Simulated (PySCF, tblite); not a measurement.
# C₅H₁₅NSi₂: geometry, infrared bands and NMR shifts

What infrared bands and NMR shifts should C₅H₁₅NSi₂ (`CCC[C@@H]1C[SiH2]N[SiH2]1`) show?

Programs: tblite 0.8.0 and PySCF 2.14.0, with density-fitted response routines of our own. Each step states its level of theory. These are calculated values for one molecule in the gas phase, unless marked as measured. Atoms are numbered from 0 throughout.

**1. The molecule as given**

23 atoms, charge 0, multiplicity 1; geometry from: force field or distance geometry start.

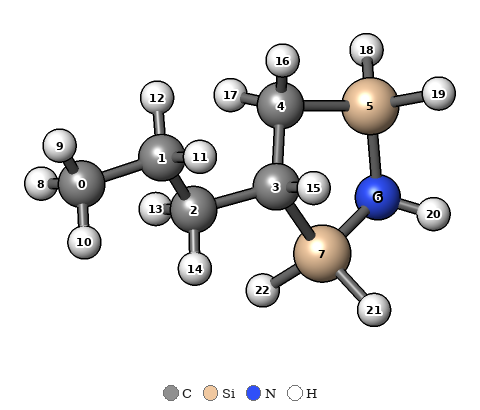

As it starts; carbon grey, silicon light orange, nitrogen blue, hydrogen white, atoms numbered.

**2. Geometry optimisation with GFN2-xTB**

What the job is given:

```
{"job": {"kind": "relax", "xc": "GFN2-xTB", "basis": "xTB"}, "charge": 0, "multiplicity": 1}
C      3.495900     0.017400     0.008000
C      2.074100     0.595000     0.069000
C      1.047400    -0.437600    -0.375800
C     -0.388200     0.146600    -0.397100
C     -0.894900     0.548100     1.020100
Si    -2.781700     0.497100     0.918400
N     -3.154700    -0.788100    -0.141600
Si    -1.728300    -1.078900    -1.043700
H      3.590900    -0.863700     0.652600
H      4.211000     0.765700     0.345900
H      3.739800    -0.272200    -1.016800
H      2.018600     1.482400    -0.549800
H      1.871200     0.904900     1.118900
H      1.091500    -1.318600     0.267700
H      1.294200    -0.769400    -1.387100
H     -0.425000     1.012300    -1.044200
H     -0.527400     1.546200     1.296600
H     -0.557300    -0.167400     1.776100
H     -3.415300     0.268500     2.239400
H     -3.290700     1.724500     0.280800
H     -3.911900    -0.503200    -0.753300
H     -2.043500    -0.804000    -2.465800
H     -1.320500    -2.478500    -0.808100
```

The run is started by

```bash
$ OMP_NUM_THREADS=1 python probes_run.py task.json out
```

The driver reads the jobs from task.json and runs them one after another.

Output:

```text
step      E/eV     max force
  0    -673.82968    2.105
  1    -673.95160    0.768
  2    -673.99152    0.734
  3    -674.03215    0.709
  4    -674.07835    0.636
  5    -674.11748    0.601
  6    -674.15385    0.386
  7    -674.18248    0.338
  8    -674.21028    0.413
  9    -674.23603    0.382
 10    -674.25279    0.346
 11    -674.26676    0.905
 12    -674.28111    0.274
 13    -674.28954    0.211
 14    -674.29336    0.222
 15    -674.29605    0.130
 16    -674.29865    0.100
 17    -674.30021    0.087
 18    -674.30112    0.086
 19    -674.30193    0.073
 20    -674.30283    0.079
 21    -674.30356    0.078
 22    -674.30399    0.047
 23    -674.30424    0.036
 24    -674.30443    0.030
 25    -674.30461    0.031
 26    -674.30475    0.029
 27    -674.30483    0.016
 28    -674.30489    0.015
 29    -674.30493    0.012
 30    -674.30497    0.014
 31    -674.30501    0.014
 32    -674.30503    0.012
 33    -674.30505    0.009
```

Wall time 0.56 s (1 thread of Arm Neoverse N1, shared host); peak memory 0.18 GiB.

Step by step: (not every step is listed)

```
step  energy from step 0 (eV)  largest force (eV/Å)
   0                   0.0000                2.1051
   1                  -0.1219                0.7681
   2                  -0.1618                0.7340
   3                  -0.2025                0.7093
   4                  -0.2487                0.6362
   5                  -0.2878                0.6006
   6                  -0.3242                0.3861
   7                  -0.3528                0.3380
   8                  -0.3806                0.4128
  10                  -0.4231                0.3458
  12                  -0.4514                0.2743
  14                  -0.4637                0.2221
  16                  -0.4690                0.0998
  18                  -0.4714                0.0858
  20                  -0.4731                0.0792
  22                  -0.4743                0.0472
  24                  -0.4747                0.0303
  26                  -0.4751                0.0292
  28                  -0.4752                0.0147
  29                  -0.4752                0.0124
  30                  -0.4753                0.0136
  31                  -0.4753                0.0136
  32                  -0.4753                0.0124
  33                  -0.4754                0.0093
```

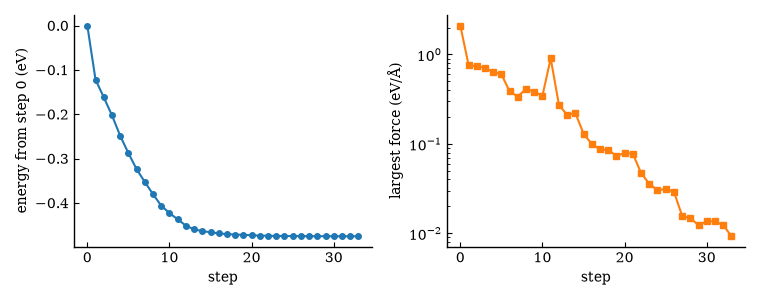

Energy and largest force along the relaxation.

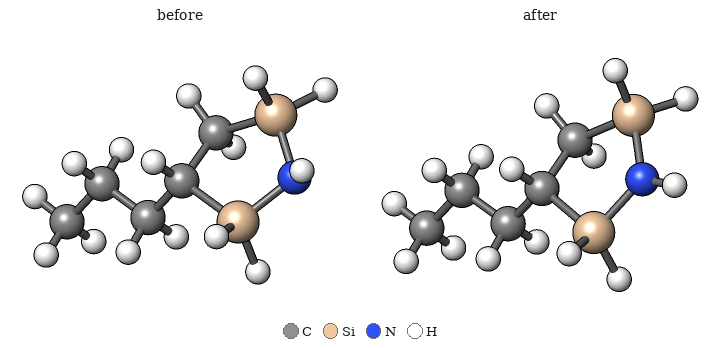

The geometry before (left) and after (right).

Distances of close pairs at the start and the end, largest changes first:

```
   bond  before (Å)  after (Å)  change (Å)
 Si5–N6       1.707      1.734      +0.027
  C2–C3       1.550      1.528      -0.022
  C3–C4       1.558      1.536      -0.022
 C1–H12       1.113      1.092      -0.022
 C3–Si7       1.928      1.908      -0.020
 N6–Si7       1.713      1.730      +0.018
Si5–H18       1.483      1.466      -0.017
Si7–H21       1.482      1.467      -0.016
```

The final coordinates are the input of the step that follows.

**3. Infrared spectrum with GFN2-xTB**

What the job is given:

```
{"job": {"kind": "ir", "xc": "GFN2-xTB", "basis": "xTB"}, "charge": 0, "multiplicity": 1}
C      3.476026     0.023715     0.009447
C      2.063388     0.591483     0.081620
C      1.018117    -0.428151    -0.369945
C     -0.406326     0.124144    -0.405110
C     -0.913987     0.550688     0.980185
Si    -2.810178     0.654724     0.951982
N     -3.052078    -0.523590    -0.297235
Si    -1.662903    -1.102620    -1.150697
H      3.566456    -0.854773     0.645275
H      4.204852     0.761559     0.338677
H      3.718753    -0.267775    -1.010536
H      1.996768     1.479386    -0.552466
H      1.855466     0.900162     1.107738
H      1.055230    -1.295049     0.295299
H      1.282848    -0.777724    -1.372353
H     -0.396343     1.016638    -1.041892
H     -0.452172     1.488888     1.289580
H     -0.609392    -0.200927     1.711797
H     -3.451537     0.224394     2.198113
H     -3.316436     1.972537     0.545369
H     -3.970931    -0.859054    -0.523365
H     -1.825220    -0.946895    -2.600001
H     -1.375151    -2.504777    -0.821402
```

Output:

```text
mode    cm-1     km/mol
  1      61.2      0.05
  2      79.1      0.26
  3     100.0      0.78
  4     111.6      1.78
  5     147.7      0.28
  6     234.1      0.02
  7     271.7      1.30
  8     306.3      0.82
  9     352.2      3.00
 10     353.8      2.27
 11     394.0     64.61
 12     443.3      4.28
 13     482.6     18.20
 14     513.2     21.78
 15     531.4      3.79
 16     542.4    159.29
 17     642.2    108.08
 18     651.0    108.26
 19     708.1     20.49
 20     762.1     23.65
 21     788.3     78.16
 22     795.6    375.92
 23     803.2    230.86
 24     817.3    122.39
 25     842.4    230.09
 26     895.1      4.02
 27     926.4    108.26
 28     934.8     13.61
 29    1010.3     11.68
 30    1069.9     18.92
 31    1085.4      4.99
 32    1100.8     16.15
 33    1120.5      2.01
 34    1139.2      3.03
 35    1142.6    235.35
 36    1224.6      1.76
 37    1249.3      7.29
 38    1259.7      0.46
 39    1291.4      0.44
 40    1304.1      3.34
 41    1324.8      1.02
 42    1372.0      0.70
 43    1415.5      0.58
 44    1492.4      1.14
 45    1499.2      0.28
 46    1499.9      0.86
 47    1505.9      2.45
 48    1509.0      0.91
 49    2192.8     60.27
 50    2201.4    870.07
 51    2230.6    421.19
 52    2233.5    123.56
 53    2907.4     43.86
 54    2941.7     37.61
 55    2957.8     43.19
 56    2960.5     20.37
 57    2966.2    113.23
 58    2979.5     15.62
 59    2987.0     57.46
 60    3025.7     62.83
 61    3026.2     62.94
 62    3032.9     34.97
 63    3512.6      2.58
```

It took 1.9 s on 1 thread of Arm Neoverse N1, shared host; peak memory 0.18 GiB.

The strongest bands and the atoms that carry them (share of the mass-weighted mode):

```
cm⁻¹  km/mol                                   atoms
 542   159.3  H21 22 %, H22 20 %, H18 19 %, H19 13 %
 796   375.9  H19 22 %, H18 20 %, H21 18 %, H22 16 %
 803   230.9  H21 17 %, H18 16 %, H22 16 %, H19 13 %
 842   230.1              Si5 20 %, N6 17 %, C4 11 %
1143   235.3                       H20 64 %, N6 31 %
2201   870.1            H22 56 %, H19 23 %, H21 15 %
2231   421.2                      H18 75 %, H19 13 %
2234   123.6                      H21 66 %, H22 22 %
```

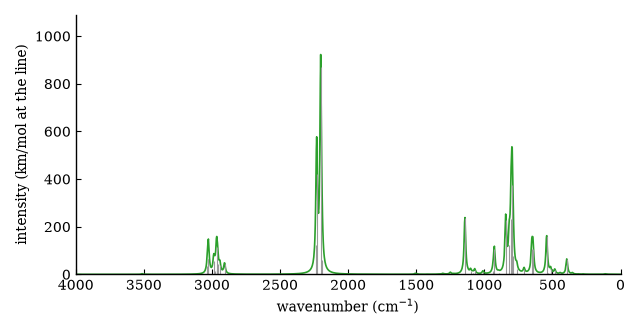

The infrared spectrum from these modes, unscaled. Lines are broadened to a width of 14 cm⁻¹ (Lorentzian).

**4. Nuclear shieldings: PBE0/pcSseg-1**

Same as in step 3 but for these lines:

```diff
@@ -1,2 +1,2 @@
-{"job": {"kind": "ir", "xc": "GFN2-xTB", "basis": "xTB"}, "charge": 0, "multiplicity": 1}
+{"job": {"kind": "nmr", "xc": "PBE0", "basis": "pcSseg-1"}, "charge": 0, "multiplicity": 1}
 C      3.476026     0.023715     0.009447
```

Method: GIAO PBE0/pcSseg-1 NMR shielding, non-relativistic, gas phase.

Output:

```text
coarse grid: 19040 points
cycle   1  E = -832.6104570599  dE =  6.806e-01  |g| = 6.140e-01  |ddm| = 4.228e+00
cycle   2  E = -832.5363312815  dE =  7.413e-02  |g| = 8.311e-01  |ddm| = 1.381e+00
cycle   3  E = -832.7008078027  dE = -1.645e-01  |g| = 7.476e-02  |ddm| = 8.972e-01
cycle   4  E = -832.7018222867  dE = -1.014e-03  |g| = 3.528e-02  |ddm| = 1.038e-01
cycle   5  E = -832.7021150338  dE = -2.927e-04  |g| = 6.316e-03  |ddm| = 3.573e-02
cycle   6  E = -832.7021228067  dE = -7.773e-06  |g| = 2.534e-03  |ddm| = 8.732e-03
final grid: 171464 points
cycle   7  E = -832.7471811783  dE = -4.724e-05  |g| = 1.076e-02  |ddm| = 3.711e-02
cycle   8  E = -832.7471587236  dE =  2.245e-05  |g| = 1.423e-02  |ddm| = 2.427e-02
cycle   9  E = -832.7472111864  dE = -5.246e-05  |g| = 8.399e-04  |ddm| = 1.428e-02
cycle  10  E = -832.7472113329  dE = -1.465e-07  |g| = 2.871e-04  |ddm| = 1.002e-03
cycle  11  E = -832.7472113518  dE = -1.896e-08  |g| = 6.050e-05  |ddm| = 2.924e-04
cycle  12  E = -832.7472113525  dE = -6.914e-10  |g| = 2.909e-05  |ddm| = 9.772e-05
converged SCF energy = -832.7472113525

GIAO shielding tensors (ppm)
atom      isotropic    diamagn.    paramagn.     s11        s22        s33       span
  0 C      169.664     244.392     -74.727    158.261    162.862    187.871     29.610
  1 C      158.538     247.975     -89.436    141.949    163.357    170.309     28.361
  2 C      146.419     249.870    -103.451    132.549    140.931    165.778     33.229
  3 C      160.818     253.978     -93.160    148.369    155.348    178.736     30.367
  4 C      171.498     252.873     -81.375    156.604    169.420    188.470     31.866
  5 Si     368.967     880.115    -511.147    317.722    361.352    427.827    110.106
  6 N      258.656     323.386     -64.731    224.572    239.474    311.920     87.348
  7 Si     368.360     881.479    -513.120    329.172    349.746    426.161     96.989
  8 H       30.790      28.770       2.020     26.405     29.169     36.795     10.391
  9 H       30.382      26.721       3.661     25.576     27.561     38.010     12.434
 10 H       30.743      28.470       2.273     26.433     28.977     36.820     10.387
 11 H       30.605      32.625      -2.020     25.401     31.028     35.386      9.985
 12 H       29.841      33.058      -3.217     24.012     31.990     33.523      9.511
 13 H       30.577      34.684      -4.108     25.863     31.568     34.300      8.437
 14 H       30.124      34.185      -4.061     24.154     31.081     35.137     10.983
 15 H       30.417      35.305      -4.888     26.605     29.100     35.546      8.941
 16 H       30.287      33.042      -2.755     24.773     29.535     36.553     11.781
 17 H       31.170      33.701      -2.531     26.201     30.081     37.228     11.026
 18 H       26.600      28.579      -1.978     23.138     23.971     32.692      9.555
 19 H       26.699      28.985      -2.285     23.069     24.017     33.012      9.943
 20 H       32.304      28.642       3.663     22.487     28.144     46.282     23.794
 21 H       26.745      30.366      -3.621     23.182     24.645     32.407      9.225
 22 H       26.984      30.747      -3.763     23.233     25.311     32.407      9.173
```

Run time: 1.7 min. Hardware: 1 thread of Arm Neoverse N1, shared host; peak memory 1.1 GiB.

The references, computed at this level on geometries of the same kind, shield at (ppm): ¹H TMS 31.72, ¹³C TMS 186.9, ²⁹Si TMS 349.2, ¹⁵N NH3 267.7. Their shielding less the atom's gives the shift. The references are single molecules in the gas phase, so shifts against H2O, NH3, PH3, H3PO4 or CFCl3 are not on the usual liquid scales and can be off by tens of ppm. Atoms listed in one row are averaged.

```
      atoms                                                  environment  σ (ppm)  δ (ppm)  δ scaled to CDCl3
         C2                                                      sp3 CH2    146.4     40.5               37.6
         C1                                                      sp3 CH2    158.5     28.4               25.8
         C3                                          sp3 CH bonded to Si    160.8     26.1               23.6
         C0                                                methyl carbon    169.7     17.3               14.9
         C4                                         sp3 CH2 bonded to Si    171.5     15.4               13.1
        H18   hydrogen on a silicon bonded to C, N, in a 5-membered ring    26.60     5.12                  –
        H19   hydrogen on a silicon bonded to C, N, in a 5-membered ring    26.70     5.02                  –
        H21   hydrogen on a silicon bonded to C, N, in a 5-membered ring    26.74     4.97                  –
        H22   hydrogen on a silicon bonded to C, N, in a 5-membered ring    26.98     4.73                  –
        H12                                       hydrogen on an sp3 CH2    29.84     1.88               1.87
        H14                                       hydrogen on an sp3 CH2    30.12     1.59               1.61
        H16                          hydrogen on an sp3 CH2 bonded to Si    30.29     1.43               1.45
        H15                           hydrogen on an sp3 CH bonded to Si    30.42     1.30               1.33
        H13                                       hydrogen on an sp3 CH2    30.58     1.14               1.18
        H11                                       hydrogen on an sp3 CH2    30.61     1.11               1.15
H8, H9, H10                                  hydrogen on a methyl carbon    30.64     1.08               1.12
        H17                          hydrogen on an sp3 CH2 bonded to Si    31.17     0.55               0.62
        H20  hydrogen on a nitrogen bonded to 2 Si, in a 5-membered ring    32.30    -0.59                  –
        Si7            silicon bonded to C, N, 2 H, in a 5-membered ring    368.4    -19.2                  –
        Si5            silicon bonded to C, N, 2 H, in a 5-membered ring    369.0    -19.8                  –
         N6             nitrogen bonded to 2 Si, H, in a 5-membered ring    258.7      9.1                  –
```

The scaled column applies a straight-line fit of computed shieldings to shifts measured in CDCl3 (root-mean-square error 0.16 ppm for H, 1.9 ppm for C).

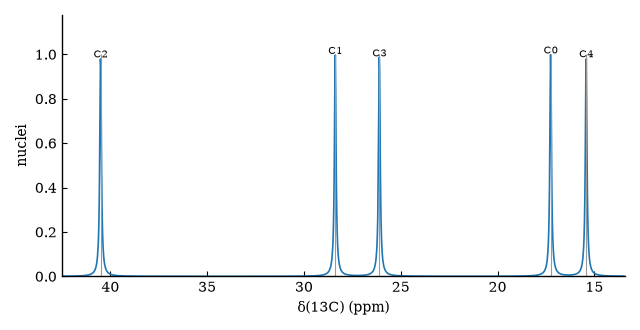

¹³C lines at the computed shifts, without couplings. Lines are broadened to a width of 0.10 ppm (Lorentzian).

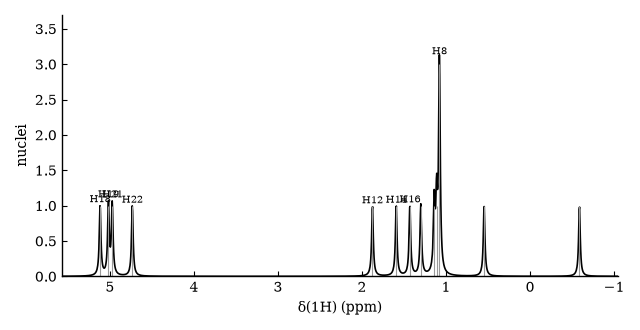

¹H lines at the computed shifts, without couplings. Lines are broadened to a width of 0.02 ppm (Lorentzian).

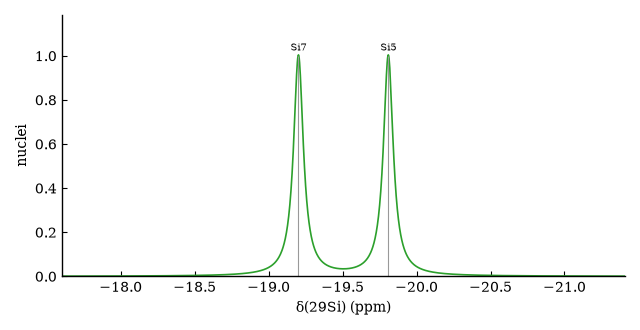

²⁹Si lines at the computed shifts, without couplings. Lines are broadened to a width of 0.08 ppm (Lorentzian).

The run also stored atomic charges by several schemes (e):

```
atoms  Mulliken    IAO  Hirshfeld  ESP fit
   C0     -0.26  -0.42      -0.12    -0.47
   C1     -0.27  -0.25      -0.07     0.33
   C2     -0.19  -0.24      -0.07    -0.29
   C3     -0.57  -0.37      -0.11    -0.01
   C4     -0.49  -0.54      -0.16    -0.34
  Si5      0.80   0.89       0.37     0.57
   N6     -0.82  -0.94      -0.33    -0.84
  Si7      0.82   0.88       0.36     0.56
```

Mulliken charges:

C0 -0.26; C1 -0.27; C2 -0.19; C3 -0.57; C4 -0.49; Si5 0.80; N6 -0.82; Si7 0.82; H8 0.11; H9 0.11; H10 0.11; H11 0.11; H12 0.12; H13 0.11; H14 0.12; H15 0.14; H16 0.15; H17 0.14; H18 -0.11; H19 -0.11; H20 0.20; H21 -0.11; H22 -0.11

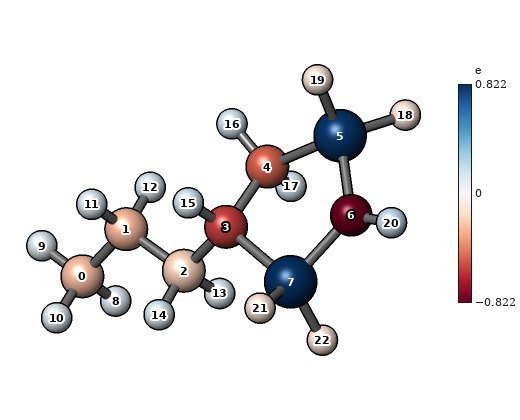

Mulliken charges, as colours on the atoms.

Mayer bond orders: C0–C1 1.07, C1–C2 1.03, C2–C3 1.03, C3–C4 1.00, C4–Si5 0.92, Si5–N6 0.97, N6–Si7 0.98, Si7–C3 0.88.

Ring of atoms C3, C4, Si5, N6, Si7: NICS(0) -5.4, NICS(1) -3.1, NICS(1)zz -0.9 ppm (means of both faces).

The fields below are evaluated on a grid from the run's orbitals.

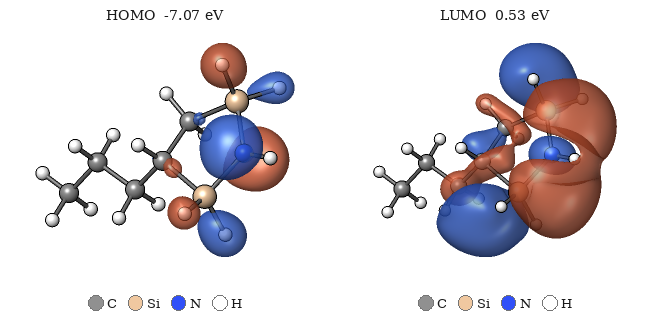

PBE0/pcSseg-1 orbitals near the gap, drawn at the value that encloses 70 % of each; the two colours are the two signs.

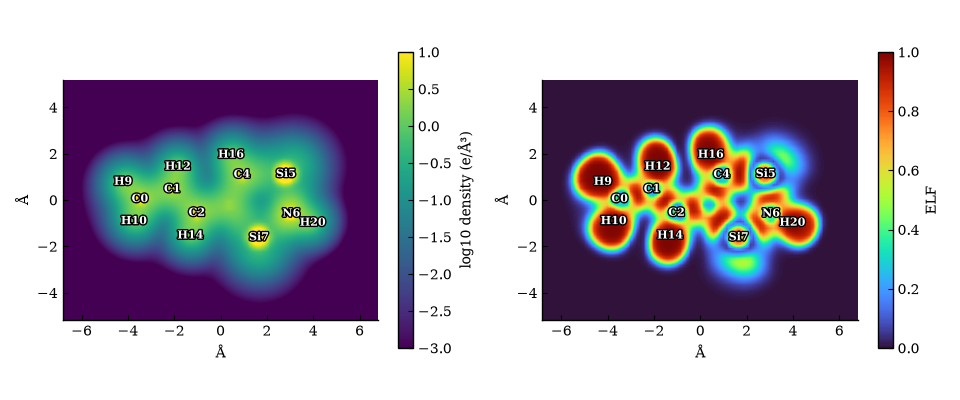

Density (left) and ELF (right) in a plane through or near 13 of the atoms.

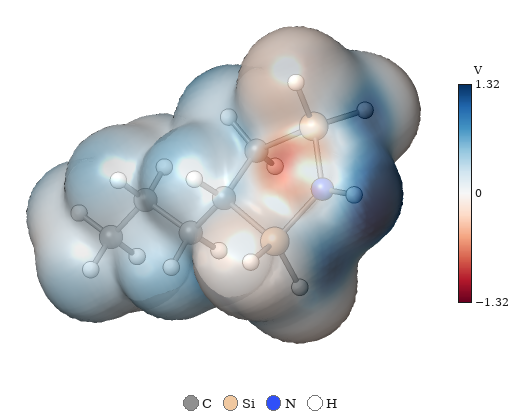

The potential that a unit positive charge feels on the 0.002 e/bohr³ surface, from -0.54 V near N6 to 1.32 V near H20.

**5. Outcome**

| quantity | value |
| --- | --- |
| strongest single infrared mode (GFN2-xTB) | 2201 cm⁻¹, 870 km/mol |
| zero-point energy (GFN2-xTB) | 117.6 kcal/mol |
| ¹³C shifts against TMS (PBE0/pcSseg-1) | 40.5, 28.4, 26.1, 17.3, 15.4 ppm |
| ¹H shifts against TMS (PBE0/pcSseg-1, means over atoms taken as alike) | 5.12, 5.02, 4.97, 4.73, 1.88, 1.59, 1.43, 1.30, 1.14, 1.11, 1.08, 0.55, -0.59 ppm |
| ²⁹Si shifts against TMS (PBE0/pcSseg-1) | -19.2, -19.8 ppm |
| ¹⁵N shifts against NH3 (PBE0/pcSseg-1) | 9.1 ppm |
| surface potential, least and greatest | -0.54 V and 1.32 V |

In words: Relaxing lowered the energy by 0.475 eV in 33 steps; the close pair that moved most is Si5–N6, from 1.707 to 1.734 Å. No mode is imaginary among the 63: a minimum at this level. The strongest single mode, at 2201 cm⁻¹, moves mainly H22. Unscaled tight-binding wavenumbers are off by several per cent, some by more. Its intensities can rank the bands wrongly. At PBE0/pcSseg-1: The widest tensor belongs to Si5: span 110 ppm, with a paramagnetic part of -511 ppm.
